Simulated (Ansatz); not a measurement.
# What NaB (Fm-3m) distorts into, part 3 of 3

Which phase does NaB (Fm-3m) fall into along its unstable mode, and how much energy does it gain?

Ansatz 0.2.0; DFT PBEsol, scalar-relativistic, plane waves, PAW; PAW set soft_1.

So far. Step 4 (The mode frozen in, largest atomic shift 0.6 Å): The run ends at a pressure of -2.28 GPa, with forces up to 0.67 eV/Å. Step 5 (Energy along the mode, all amplitudes (two of the runs …): The lowest of the steps tried is the last one, at 0.6 Å, 99.1 meV/atom below the parent; the bottom of the well need not coincide with a step.

**7. The new phase in its own primitive cell**

The relaxed structure is symmetrised, reduced to its primitive cell and relaxed tightly, as its phonons need.

The input, input.yaml:

```yaml
crystal:
  lattice:
    - [-4.0068221451, 5.1716310348, 1.598299221]
    - [4.0068221451, -5.1716310348, 1.598299221]
    - [4.0068221451, 5.1716310348, -1.598299221]
  atoms:
    - { symbol: Na, position: [0.1353200153, 0.6785658639, 0.8138858792] }
    - { symbol: Na, position: [0.6353200153, 0.8214341361, 0.4567541514] }
    - { symbol: Na, position: [0.3646799847, 0.1785658639, 0.5432458486] }
    - { symbol: Na, position: [0.8646799847, 0.3214341361, 0.1861141208] }
    - { symbol: B, position: [0.6058968318, 0.492923375, 0.0988202068] }
    - { symbol: B, position: [0.1058968318, 0.007076625, 0.1129734569] }
    - { symbol: B, position: [0.8941031682, 0.992923375, 0.8870265431] }
    - { symbol: B, position: [0.3941031682, 0.507076625, 0.9011797932] }
kpoints:
  mp_grid: { grid: [12, 12, 12] }
hamiltonian:
  xc: pbesol
  pseudopotentials: { kind: paw, azcp: { folder: soft_1 }, xc_functional: pbe }
scf:
  occupations: { method: methfessel_paxton, width: 0.2 }
output:
  forces: true
  stress: true
  eigenvalues: true
relax:
  adjacent_minimum: "off"
  f_tol: 0.001
  max_steps: 60
  cell: { stress_tol: 0.01 }
```

Run with:

```bash
> ansatz run input.yaml --threads 4 --pin off --max-ram 10240MiB --backend cpu --events-out ev --progress --plain --runs-dir out
```

Numbers of over 12 decimals in the logs are rounded to 6 here.

Output:

```text
[...]
atoms:
    - { symbol: Na, position: [0.137209, 0.676356, 0.813565] }
    - { symbol: Na, position: [0.637209, 0.823644, 0.460852] }
    - { symbol: Na, position: [0.362791, 0.176356, 0.539148] }
    - { symbol: Na, position: [0.862791, 0.323644, 0.186435] }
    - { symbol: B, position: [0.604605, 0.492575, 0.097179] }
    - { symbol: B, position: [0.104605, 0.00742549, 0.112030] }
    - { symbol: B, position: [0.895395, 0.992575, 0.887970] }
    - { symbol: B, position: [0.395395, 0.507425, 0.902821] }
[key lines of the parts left out:]
SCF converged after 6 iterations
Free energy (F): -6511.175694 eV
Fermi energy:    5.035663 eV
P = ⅓ Tr σ = -0.0012 GPa (-0.012 kbar)
```

It took 2.8 min on 4 threads of Arm Neoverse V2, shared host; peak memory 1.1 GiB.

Relaxation path:

```csv
step,energy less that of the first step (eV),largest force component (eV/Å),pressure (GPa),volume (Å³)
1,0.0000,0.1182,-0.11,132.48
2,-0.0219,0.1282,-0.14,130.41
3,0.0430,0.6671,1.20,123.54
4,-0.0395,0.0956,-0.14,127.69
5,-0.0443,0.0292,0.10,126.14
6,-0.0457,0.0029,0.01,126.95
7,-0.0457,0.0026,0.04,127.01
8,-0.0457,0.0009,0.00,127.01
9,-0.0457,0.0003,0.00,127.05
10*,-0.0448,0.0004,-0.01,127.05
11,-0.0449,0.0002,0.00,126.96
12*,-0.0448,0.0002,0.00,126.96
```

Relaxation steps marked * repeat the geometry before them on a plane-wave basis chosen anew for their cell, so energy and pressure can jump there. Relaxation steps 3, 7 were tried and not accepted.

Forces are held to the 8 operations that the run works with; a distortion that breaks them can't arise in this run.

```
conventional cell, symmetrised  before  after  change
                         a (Å)   8.014  7.958  -0.7 %
                         b (Å)  10.343  9.902  -4.3 %
                         c (Å)   3.197  3.222  +0.8 %
              volume (Å³/atom)   16.56  15.87  -4.2 %
```

The atoms that moved most (Å, as changes of fractional coordinates times the final cell):

```csv
atom,dx,dy,dz,length
Na4,0.018,-0.019,0.000,0.026
Na3,-0.018,-0.019,0.000,0.026
Na1,-0.018,0.019,0.000,0.026
Na2,0.018,0.019,0.000,0.026
B8,0.003,0.013,0.000,0.013
B6,0.003,-0.013,0.000,0.013
B5,-0.003,-0.013,0.000,0.013
B7,-0.003,0.013,0.000,0.013
```

This step gave:

```
pressure        : -0.001173 GPa
volume per atom : 15.87 Å³
```

The largest force component left is 0.22 meV/Å and the pressure is -0.001 GPa, within the tolerances set. The cell now holds 15.87 Å³/atom.

**8. Modes of the new phase, k-mesh 12×12×12**

A relaxed structure may still be a saddle point, so its zone-centre modes are computed. No field response is asked, since the mesh shows no gap.

input.yaml, the sections that differ from step 7:

```yaml
crystal:
  lattice:
    - [-3.9791959742, 4.9511401026, 1.6110593459]
    - [3.9791959742, -4.9511401026, 1.6110593459]
    - [3.9791959742, 4.9511401026, -1.6110593459]
  atoms:
    - { symbol: Na, position: [0.1372085014, 0.6763562537, 0.8135647551] }
    - { symbol: Na, position: [0.6372085014, 0.8236437463, 0.4608522476] }
    - { symbol: Na, position: [0.3627914986, 0.1763562537, 0.5391477524] }
    - { symbol: Na, position: [0.8627914986, 0.3236437463, 0.1864352449] }
    - { symbol: B, position: [0.604604809, 0.4925745064, 0.0971793155] }
    - { symbol: B, position: [0.104604809, 0.0074254936, 0.1120303026] }
    - { symbol: B, position: [0.895395191, 0.9925745064, 0.8879696974] }
    - { symbol: B, position: [0.395395191, 0.5074254936, 0.9028206845] }
output:
  eigenvalues: true
phonons:
  method: dfpt
# kpoints, hamiltonian, scf: as in step 7
# relax: removed
```

Output:

```text
zone centre: on kpoints.mp_grid the ground state, and the responses unless they are solved on pairs of k-points, stand on 476 of the mesh's 1728 k-points, reduced under 2 symmetry operations, with k and −k counted as one. Each operation leaves every solved displacement unchanged or reverses it
[...]
Crystal: 8 atoms, lattice volume = 126.962 Å³
Basis set: ecut = 420 eV, 2469 PW (Γ), exchange–correlation on 96×96×96 points (8 copies of the dense FFT grid, shifted against one another)
Bands: 32, of which v1, the nominal top of the filled ones, is band 24 counted from 1 (23 counted from 0)
Symmetry: 8 space group operations
k-points: 476 of 1728 (irreducible under 2 space group operations, time reversal used)
[...]
SCF iter   1: F=—  HF=-6512.247438 eV  |F-HF|=—  |Δ(HF+E_count)|=         —  Δρ=4.88e-2  dr2=3.23e0  ethr=3.10e-3  ⟨swp⟩=5.8  Hψ=63629  notcnv=0
[...]
SCF iter  12: F=-6511.175694 eV  HF=-6511.175694 eV  |F-HF|=3.64e-12  |Δ(HF+E_count)|=  8.64e-11  S|Δr|=    0.00e0  Δρ=5.08e-8  dr2=3.79e-12  ethr=1.00e-12  ⟨swp⟩=12.8  Hψ=90323  notcnv=0
SCF 1 converged in 12 iterations: F = -6511.175694 eV  dr2 = 3.79e-12
[...]
DFPT response loops at Γ: preconditioner auto → Kerker (q_TF=auto, 2.320 Å⁻¹) (partly filled bands, converged f_vac=0.000); β = 1.00, the filter's whole step (`scf.mixing.beta` (0.50) is not read by the response loops under this deck's `scf.mixing.preconditioner`; to damp them name `kerker` or `kerker_dos`, under which they read `scf.mixing.beta`, and type it under 1.00, their step now; both keys bind the ground state too); Broyden in place of MSR1
SCF converged after 12 iterations
[...]
Free energy (F): -6511.175694 eV
[...]
Internal energy: -6511.171954 eV  (E = F + TS)
E sigma→0 (E₀):  -6511.174759 eV
Entropy (-TS):   -0.003740 eV (-0.467 meV/atom)
Fermi energy:    5.035663 eV
[...]
--- Band table (eV; the first three rows and the last of 476) ---
  k-point 0: bands = [... 20 lower, 0.6247, 2.2430, 2.2646, 3.2455, 5.2886, 7.2517, 7.7365, 8.1347, ... 4 higher]
  k-point 1: bands = [... 20 lower, 0.6211, 2.2648, 2.2751, 3.2392, 5.3667, 7.0080, 7.7355, 8.3547, ... 4 higher]
  k-point 2: bands = [... 20 lower, 0.6029, 2.2655, 2.3667, 3.2330, 5.5819, 6.6055, 7.7322, 8.1239, ... 4 higher]
  k-point 475: bands = [... 20 lower, 0.5541, 2.2722, 3.1556, 3.3862, 4.6714, 6.7837, 7.6965, 8.5855, ... 4 higher]
--- Phonons (Γ-DFPT): 6 representative perturbations + reference, on 476 of 1728 k-points (Σ response iterations 18) ---
  k mesh reduced under 2 symmetry operations, with k and −k counted as one. Each operation leaves every solved displacement unchanged or reverses it
  ASR residual: 7.660e-5 → 0.000e0 eV/Å²; symmetrization residual: 2.847e-6 eV/Å²
  ASR residual per site (eV/Å²): 7.66e-5 7.66e-5 7.66e-5 7.66e-5 7.05e-6 7.05e-6 7.05e-6 7.05e-6
  Γ frequencies (cm⁻¹): -320.87 -80.64 0.00 0.00 0.00 46.43 80.41 97.15 106.05 108.74 132.26 165.51 170.17 178.58 186.37 217.28 233.24 253.25 262.16 335.56 380.00 441.84 1192.72 1320.20
  non-analytic LO–TO correction: not included (Born effective charges unavailable; polar crystals: no LO–TO splitting at Γ)
```

Elapsed: 5.8 min, on 4 threads; peak memory 5.2 GiB; 22 min of CPU time.

Numbers from this step:

* sum-rule residual before enforcement: 7.66e-5 eV/Å²
* point group: mmm
* highest optical mode at the zone centre (no LO-TO term): 1320 cm⁻¹
* lowest optical zone-centre mode: -320.9 cm⁻¹

Patterns of degenerate modes are one choice out of their space. The modes at Γ (shares of kinetic energy by element, %) (negative means imaginary):

| mode | frequency (cm⁻¹) | symmetry | Na % | B % |
| --- | --- | --- | --- | --- |
| 1 | -320.9 | B3g | 0 | 100 |
| 2 | -80.6 | B1g | 80 | 20 |
| 3 | 0.0 | acoustic | 68 | 32 |
| 4 | 0.0 | acoustic | 68 | 32 |
| 5 | 0.0 | acoustic | 68 | 32 |
| 6 | 46.4 | B1u | 32 | 68 |
| 7 | 80.4 | B2u | 33 | 67 |
| 8 | 97.2 | Au | 100 | 0 |
| 9 | 106.0 | B2g | 100 | 0 |
| 10 | 108.7 | B3g | 100 | 0 |
| 11 | 132.3 | B3u | 87 | 13 |
| 12 | 165.5 | Ag | 98 | 2 |
| 13 | 170.2 | B1g | 92 | 8 |
| 14 | 178.6 | B2u | 94 | 6 |
| 15 | 186.4 | B1g | 5 | 95 |
| 16 | 217.3 | B3u | 16 | 84 |
| 17 | 233.2 | Ag | 99 | 1 |
| 18 | 253.2 | B3u | 29 | 71 |
| 19 | 262.2 | B1g | 23 | 77 |
| 20 | 335.6 | B2u | 6 | 94 |
| 21 | 380.0 | Ag | 1 | 99 |
| 22 | 441.8 | Ag | 2 | 98 |
| 23 | 1192.7 | B2g | 0 | 100 |
| 24 | 1320.2 | Au | 0 | 100 |

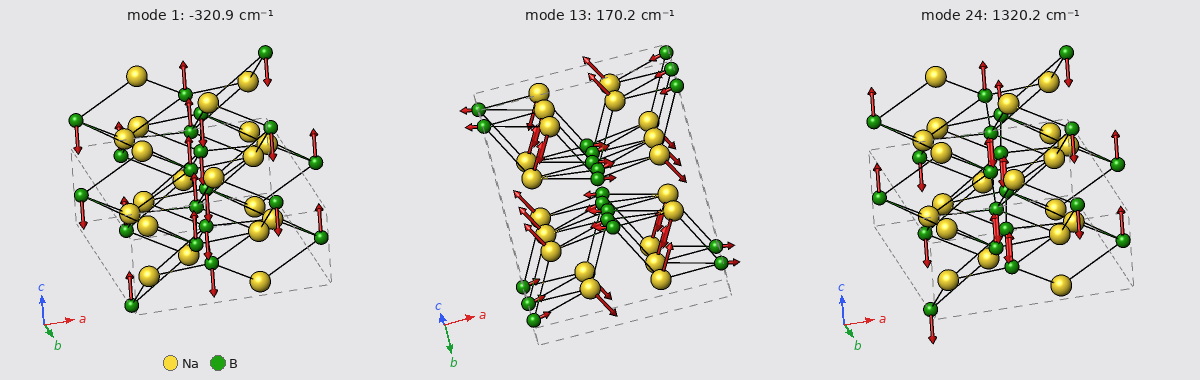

Displacement patterns of modes 1, 13 and 24 at Γ; arrows are exaggerated. 1×1×2 conventional cells are drawn. Some periodic images of atoms are drawn too.

Before it was imposed, the acoustic sum rule was missed by 7.7e-5 eV/Å². Small misses are needed for a sound result but don't prove that mesh and cutoff are converged. The lowest optical mode is imaginary, 320.9i cm⁻¹, so the energy falls along it.

**9. What came out**

| Property | Result |
| --- | --- |
| unstable mode of the parent | q = (0.25, -0.5, -0.25), 175i cm⁻¹ |
| depth at the lowest point sampled | 99.1 meV/atom |
| largest atomic shift at that point | 0.6 Å |
| space group reached (within 0.01 Å) | Ibam |
| energy gained over the parent (first relaxation, on the mesh of the frozen mode) | 1563 meV/atom |
| volume per atom, phase reached | 15.9 Å³ |
| lowest optical zone-centre mode, phase reached | -321 cm⁻¹ |
| highest optical mode at the zone centre (no LO-TO term), phase reached | 1320 cm⁻¹ |

In words: Along this mode the structure falls into Ibam, 1563 meV/atom below the parent. At the parent's cell the well is 99.13 meV/atom deep on the steps tried, with its lowest point at a shift of 0.6 Å. That is the last step tried, so the steps alone don't bracket the bottom of the well. Relaxing atoms and cell changes the gain by +1463.46 meV/atom against the lowest step (energies at zero smearing). Most of the total comes from this relaxation. The new phase still has an imaginary mode at the zone centre of its cell, so it is a saddle point on the way to a lower structure. Of the 4 patterns followed to their end from this parent, this one reaches the lowest energy. Each path keeps the symmetry of its pattern, so a lower phase may lie along a pattern not tried. With no gap, or one that is small against the smearing, the frequencies hang on the k mesh and the smearing, most of all near Kohn anomalies. The volume moved by more than a tenth on the k mesh of the start, so the energy gain is rough. The PAW files were made for PBE and serve the other functionals too. A phonon run warned that its eigensolver left some bands unconverged in a pass.

[Logs are printed without paths, hosts, clocks, repeated set-up lines and the standing remarks that a program may print on its own settings, such as how far it seeks lower states.]

[Hosts, paths, dates, database ids (printed as entryN), source tags and the programs' standing remarks are cut or masked in the printed files.]
